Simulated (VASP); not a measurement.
# A VASP study of Al2Cu (Khatyrkite) (LDA): structure first, properties next, part 2 of 5

Aim: relax Al2Cu (Khatyrkite), then compute properties on the relaxed cell. Left out of this account: 1 further run (bands with LDA: it shows nothing beyond the runs told). The start is a cell from a database of measured crystal structures.

VASP 6.6.1; LDA; plane waves and PAW (Al, Cu).

Still holding for the runs below: The k-mesh is coarse for a metal.

So far. Step 2 (Full relaxation (LDA)): It ends with a largest force of 0.004 eV/Å and a pressure of 0.00 GPa. The volume lies -6.1 % from that of the database's start, which holds the thermal and zero-point expansion of its experiment. LDA is known to overbind.

**3. Second relaxation**

A relaxation keeps the plane waves of the cell it began with, so it is repeated from the new cell, on a basis made for it.

Contents of INCAR:

```
SYSTEM = Al2Cu
PREC = Accurate
ENCUT = 400
EDIFF = 1E-06
NELM = 100
ISMEAR = 1
SIGMA = 0.2
LREAL = .FALSE.
ALGO = Normal
GGA = CA
NBANDS = 23
LASPH = .TRUE.
LORBIT = 11
LWAVE = .FALSE.
LCHARG = .FALSE.
KPAR = 4
IBRION = 2
NSW = 60
ISIF = 3
EDIFFG = -0.01
```

Contents of POSCAR:

```
Al2Cu
1.0
   -2.9563246925      2.9563246925      2.4105085548
    2.9563246925     -2.9563246925      2.4105085548
    2.9563246925      2.9563246925     -2.4105085548
Al Cu
4 2
Direct
    0.6599107228      0.1599107228      0.8198214456
    0.1599107228      0.3400892772      0.5000000000
    0.3400892772      0.8400892772      0.1801785544
    0.8400892772      0.6599107228      0.5000000000
    0.2500000000      0.2500000000      0.0000000000
    0.7500000000      0.7500000000      0.0000000000
```

Contents of KPOINTS:

```
Automatic mesh
0
Gamma
6 6 6
0 0 0
```

PAW data sets: Al and Cu (LDA family, release 64).

Started as:

```console
mpirun -np 4 vasp_std
```

The program printed:

```text
[... set-up lines as in an earlier step ...]
 entering main loop
       N       E                     dE             d eps       ncg     rms          rms(c)
DAV:   1     0.171391949001E+03    0.17139E+03   -0.11788E+04  1380   0.139E+03
DAV:   2    -0.217509675877E+02   -0.19314E+03   -0.18339E+03  1380   0.291E+02
DAV:   3    -0.319837419967E+02   -0.10233E+02   -0.97524E+01  1865   0.906E+01
DAV:   4    -0.322394583222E+02   -0.25572E+00   -0.25508E+00  2016   0.123E+01
DAV:   5    -0.322441194618E+02   -0.46611E-02   -0.46605E-02  2001   0.149E+00    0.214E+01
DAV:   6    -0.369543159162E+02   -0.47102E+01   -0.13551E+02  1710   0.315E+02    0.176E+01
DAV:   7    -0.277807666075E+02    0.91735E+01   -0.32393E+01  1727   0.127E+02    0.408E+00
DAV:   8    -0.273795552836E+02    0.40121E+00   -0.33920E+00  2183   0.382E+01    0.120E+00
DAV:   9    -0.273562804599E+02    0.23275E-01   -0.17271E-01  1691   0.310E+00    0.478E-01
DAV:  10    -0.273563690891E+02   -0.88629E-04   -0.10336E-02  2271   0.116E+00    0.440E-01
DAV:  11    -0.273539140375E+02    0.24551E-02   -0.25543E-03  2215   0.132E+00    0.241E-01
DAV:  12    -0.273527385674E+02    0.11755E-02   -0.56617E-03  2231   0.194E+00    0.208E-02
DAV:  13    -0.273527708787E+02   -0.32311E-04   -0.38103E-04  1590   0.145E-01    0.259E-02
DAV:  14    -0.273527660329E+02    0.48458E-05   -0.18982E-05  2283   0.788E-02    0.122E-02
DAV:  15    -0.273527645835E+02    0.14494E-05   -0.67037E-06  1851   0.677E-02    0.182E-03
DAV:  16    -0.273527646439E+02   -0.60395E-07   -0.39382E-07  1047   0.672E-03
   1 F= -.27352765E+02 E0= -.27352193E+02  d E =-.273528E+02
 curvature:   0.00 expect dE= 0.000E+00 dE for cont linesearch  0.000E+00
 trial: gam= 0.00000 g(F)=  0.334E-05 g(S)=  0.268E-04 ort = 0.000E+00 (trialstep = 0.100E+01)
 search vector abs. value=  0.302E-04
 reached required accuracy - stopping structural energy minimisation
```

Wall time 12 s (4 MPI ranks of Intel Xeon Platinum 8259CL at 2.50GHz (Skylake/Cascade Lake), shared host); peak memory 0.66 GiB.

OUTCAR, selected parts (step 3):

```text
  LATTYP: Found a body centered tetragonal cell.
 ALAT       =     5.9126493850
 C/A-ratio  =     0.8153734131

 Found     30 irreducible k-points:

   ENCUT  =  400.0 eV  29.40 Ry    5.42 a.u.   7.87  7.87  7.87*2*pi/ulx,y,z

   NELECT =      34.0000    total number of electrons

 E-fermi :   8.3128

 k-point     1 :       0.0000    0.0000    0.0000
  band No.  band energies     occupation
    ...
     15       6.8592      2.00000
     16       7.0909      2.00000
     17       7.0909      2.00000
     18       7.5621      2.00000
     19       8.2065      1.77392
     20       8.5257     -0.06117
     21       9.9431     -0.00000
     22       9.9431     -0.00000
     23      10.0043     -0.00000

 k-point     2 :       0.1667   -0.0000    0.0000
  band No.  band energies     occupation
    ...
     14       5.5794      2.00000
     15       6.3401      2.00000
     16       6.5379      2.00000
     17       7.4999      2.00000
     18       7.5695      2.00000
     19       8.5680     -0.07016
     20       9.8936     -0.00000
     21      10.9366     -0.00000
     22      11.0501     -0.00000
     23      12.2549     -0.00000

  Total       -0.0394500     -0.0394500     -0.0149408      0.0000000     -0.0000000      0.0000000
  in kB       -0.7500406     -0.7500406     -0.2840606      0.0000000     -0.0000000      0.0000000
  external PRESSURE =      -0.5947139 kB  Pullay stress =       0.0000000 kB

  energy-cutoff  :      400.00
  volume of cell :       84.27
      direct lattice vectors                 reciprocal lattice vectors
    -2.956324692  2.956324692  2.410508555     0.000000000  0.169128919  0.207425109
     2.956324692 -2.956324692  2.410508555     0.169128919  0.000000000  0.207425109
     2.956324692  2.956324692 -2.410508555     0.169128919  0.169128919  0.000000000

 POSITION                                       TOTAL-FORCE (eV/Angst)
 -----------------------------------------------------------------------------------
      0.94550      3.90182      0.00000         0.002942      0.002942     -0.000000
      2.01083      0.94550      0.00000        -0.002942      0.002942      0.000000
      2.01083     -0.94550      2.41051        -0.002942     -0.002942      0.000000
      0.94550      2.01083      2.41051         0.002942     -0.002942      0.000000
      0.00000      0.00000      1.20525         0.000000      0.000000      0.000000
      0.00000      0.00000      3.61576        -0.000000      0.000000      0.000000
 -----------------------------------------------------------------------------------
    total drift:                               -0.000000     -0.000000     -0.000000

  FREE ENERGIE OF THE ION-ELECTRON SYSTEM (eV)
  ---------------------------------------------------
  free  energy   TOTEN  =       -27.3527646439 eV

  energy  without entropy=      -27.3510495430  energy(sigma->0) =      -27.35219294

 total charge
# of ion       s       p       d       tot
------------------------------------------
    1        0.428   0.366   0.000   0.794
    2        0.428   0.366   0.000   0.794
    3        0.428   0.366   0.000   0.794
    4        0.428   0.366   0.000   0.794
    5        0.525   0.573   9.134  10.232
    6        0.525   0.573   9.134  10.232
--------------------------------------------------
tot          2.763   2.610  18.269  23.642

[... 6 parts as in an earlier step ...]

[... 6 further parts left out ...]
```

Little changed from the start: no atom moved by 0.005 Å and no cell edge by 0.1 %.

This step gave:

```
free energy (TOTEN)             : -27.35 eV
energy at zero smearing         : -27.35 eV
pressure                        : -0.05947 GPa
SCF cycles over all ionic steps : 16
```

It ends with a largest force of 0.004 eV/Å and a pressure of -0.06 GPa. The volume moved by under 0.01 %: the run met its threshold at the first step.

**4. Density, ELF and potential (LDA)**

The relaxed cell gets a fresh self-consistent run, on a basis set for its own volume, to fix the density and to check the remaining stress.

INCAR, as its differences from that of step 3:

```diff
@@ -14,7 +14,5 @@
 LWAVE = .FALSE.
-LCHARG = .FALSE.
-KPAR = 4
-IBRION = 2
-NSW = 60
-ISIF = 3
-EDIFFG = -0.01
+LCHARG = .TRUE.
+ISIF = 2
+LELF = .TRUE.
+LVHAR = .TRUE.
```

POSCAR is that of step 3.

KPOINTS is that of step 3.

Started as:

```console
mpirun -np 4 vasp_std
```

The program printed:

```text
[banner, memory and clock lines left out]
running    4 mpi-ranks, on    1 nodes
 distrk:  each k-point on    4 cores,    1 groups
 distr:  one band on    1 cores,    4 groups

 POSCAR found type information on POSCAR AlCu
 POSCAR found :  2 types and       6 ions
 LDA part: xc-table for (Slater(with rela. corr.)+CA(PZ))
 , standard interpolation
|                                                                             |
|           W    W    AA    RRRRR   N    N  II  N    N   GGGG   !!!           |
|           W    W   A  A   R    R  NN   N  II  NN   N  G    G  !!!           |
|           W    W  A    A  R    R  N N  N  II  N N  N  G       !!!           |
|           W WW W  AAAAAA  RRRRR   N  N N  II  N  N N  G  GGG   !            |
|           WW  WW  A    A  R   R   N   NN  II  N   NN  G    G                |
|           W    W  A    A  R    R  N    N  II  N    N   GGGG   !!!           |
|                                                                             |
|     The number of bands has been changed from the values supplied in        |
|     The orbitals not found in the WAVECAR file will be initialized with     |
|     random numbers, which is usually adequate. For correlated               |
|     calculations, however, you should redo the groundstate calculation.     |
|     I found NBANDS = 23. Now, NBANDS = 24.                                  |
|                                                                             |

 POSCAR, INCAR and KPOINTS ok, starting setup
 FFT: planning ... GRIDC
 FFT: planning ... GRID_SOFT
 FFT: planning ... GRID
 WAVECAR not read
 entering main loop
       N       E                     dE             d eps       ncg     rms          rms(c)
DAV:   1     0.165346850549E+03    0.16535E+03   -0.11869E+04  1448   0.134E+03
DAV:   2    -0.220644240505E+02   -0.18741E+03   -0.17688E+03  1440   0.279E+02
DAV:   3    -0.319946606111E+02   -0.99302E+01   -0.95166E+01  1976   0.852E+01
DAV:   4    -0.322389172641E+02   -0.24426E+00   -0.24407E+00  1904   0.117E+01
DAV:   5    -0.322440478020E+02   -0.51305E-02   -0.51297E-02  2112   0.157E+00    0.214E+01
DAV:   6    -0.369972715174E+02   -0.47532E+01   -0.12572E+02  1736   0.302E+02    0.177E+01
DAV:   7    -0.277820689614E+02    0.92152E+01   -0.31038E+01  1760   0.122E+02    0.405E+00
DAV:   8    -0.273793122936E+02    0.40276E+00   -0.32410E+00  2256   0.373E+01    0.126E+00
DAV:   9    -0.273557685013E+02    0.23544E-01   -0.17457E-01  1840   0.358E+00    0.433E-01
DAV:  10    -0.273567196295E+02   -0.95113E-03   -0.10886E-02  2432   0.161E+00    0.459E-01
DAV:  11    -0.273534203734E+02    0.32993E-02   -0.44472E-03  2264   0.182E+00    0.184E-01
DAV:  12    -0.273527527427E+02    0.66763E-03   -0.37096E-03  2312   0.145E+00    0.226E-02
DAV:  13    -0.273527709534E+02   -0.18211E-04   -0.24397E-04  1688   0.114E-01    0.254E-02
DAV:  14    -0.273527653494E+02    0.56039E-05   -0.18048E-05  2368   0.892E-02    0.111E-02
DAV:  15    -0.273527645726E+02    0.77680E-06   -0.37118E-06  1544   0.483E-02
   1 F= -.27352765E+02 E0= -.27352193E+02  d E =-.171472E-02
```

It took 12 s on 4 MPI ranks; peak memory 0.5 GiB; 39 s of CPU time.

Parts of OUTCAR (step 4):

```text
 Found     30 irreducible k-points:

   k-points           NKPTS =     30   k-points in BZ     NKDIM =     30   number of bands    NBANDS=     24

   NELECT =      34.0000    total number of electrons

 E-fermi :   8.3128

 k-point     1 :       0.0000    0.0000    0.0000
  band No.  band energies     occupation
    ...
     15       6.8593      2.00000
     16       7.0909      2.00000
     17       7.0909      2.00000
     18       7.5620      2.00000
     19       8.2064      1.77399
     20       8.5256     -0.06115
     21       9.9431     -0.00000
     22       9.9431     -0.00000
     23      10.0042     -0.00000
     24      13.9924      0.00000

 k-point     2 :       0.1667   -0.0000    0.0000
  band No.  band energies     occupation
    ...
     14       5.5794      2.00000
     15       6.3400      2.00000
     16       6.5379      2.00000
     17       7.4999      2.00000
     18       7.5695      2.00000
     19       8.5679     -0.07017
     20       9.8935     -0.00000
     21      10.9366     -0.00000
     22      11.0501     -0.00000
     23      12.2548     -0.00000
    ...

  Total       -0.0116982     -0.0116982      0.0129225      0.0000000      0.0000000      0.0000000
  in kB       -0.2224112     -0.2224112      0.2456882      0.0000000      0.0000000      0.0000000
  external PRESSURE =      -0.0663781 kB  Pullay stress =       0.0000000 kB

 POSITION                                       TOTAL-FORCE (eV/Angst)
 -----------------------------------------------------------------------------------
      0.94550      3.90182      0.00000         0.002900      0.002900      0.000000
      2.01083      0.94550      0.00000        -0.002900      0.002900     -0.000000
      2.01083     -0.94550      2.41051        -0.002900     -0.002900     -0.000000
      0.94550      2.01083      2.41051         0.002900     -0.002900     -0.000000
      0.00000      0.00000      1.20525        -0.000000      0.000000     -0.000000
      0.00000      0.00000      3.61576        -0.000000      0.000000     -0.000000
 -----------------------------------------------------------------------------------
    total drift:                               -0.000000     -0.000000     -0.000000

  FREE ENERGIE OF THE ION-ELECTRON SYSTEM (eV)
  ---------------------------------------------------
  free  energy   TOTEN  =       -27.3527645726 eV

  energy  without entropy=      -27.3510498512  energy(sigma->0) =      -27.35219300

[... 9 parts as in an earlier step ...]

[... 5 further parts left out ...]
```

Numbers from this step:

| Property | Result |
| --- | --- |
| SCF cycles | 15 |
| bands | 24 |
| pressure | -0.006638 GPa |

Valence electrons inside each PAW sphere by angular momentum. Sphere charges, by row:

```csv
atom,s (e),p (e),d (e),tot (e)
Al1,0.428,0.366,0,0.794
Al2,0.428,0.366,0,0.794
Al3,0.428,0.366,0,0.794
Al4,0.428,0.366,0,0.794
Cu5,0.525,0.573,9.134,10.23
Cu6,0.525,0.573,9.134,10.23
```

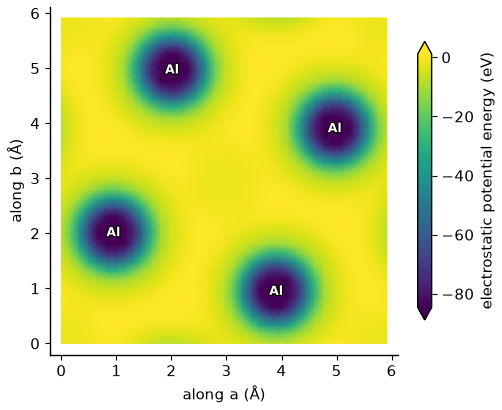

Electrostatic potential energy in the ab plane of the conventional cell at fractional z = 0.000, with atoms of Al within 0.2 Å of it. With pseudopotentials it is smooth inside the atoms' cores, unlike the true potential.

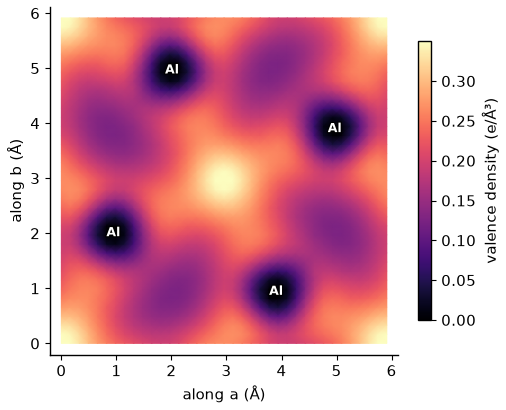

Valence density in the ab plane of the conventional cell at fractional z = 0.000, with atoms of Al within 0.2 Å of it. It is the smooth field of the valence electrons, not physical close to the nuclei.

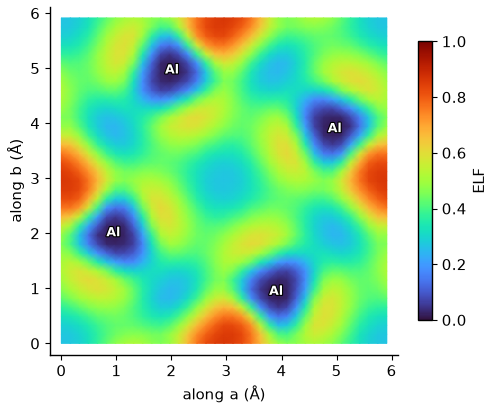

ELF in the ab plane of the conventional cell at fractional z = 0.000, with atoms of Al within 0.2 Å of it. It is the smooth field of the valence electrons, not physical close to the nuclei.

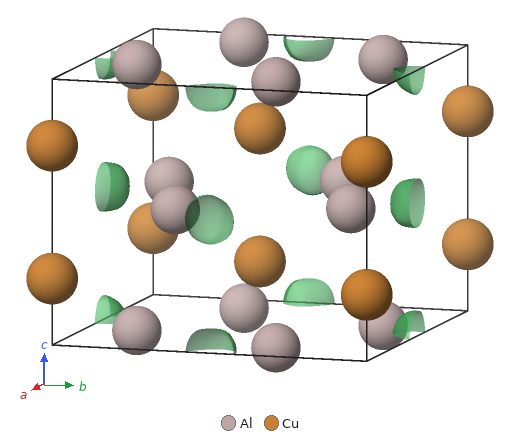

Surface of ELF = 0.78.

In this run the pressure is -0.01 GPa, small enough to go on.

(Continued in part 3 of 5.)

[Lines on the potential files, build, host, timing and source positions are cut from VASP's logs without a mark.]

[Logs are printed without paths, hosts, clocks, repeated set-up lines and the standing remarks that a program may print on its own settings, such as how far it seeks lower states.]

[Hosts, paths, dates, database ids (printed as entryN), source tags and the programs' standing remarks are cut or masked in the printed files.]

[A measured line is paired with the nearest computed mode of its activity, which favours agreement.]
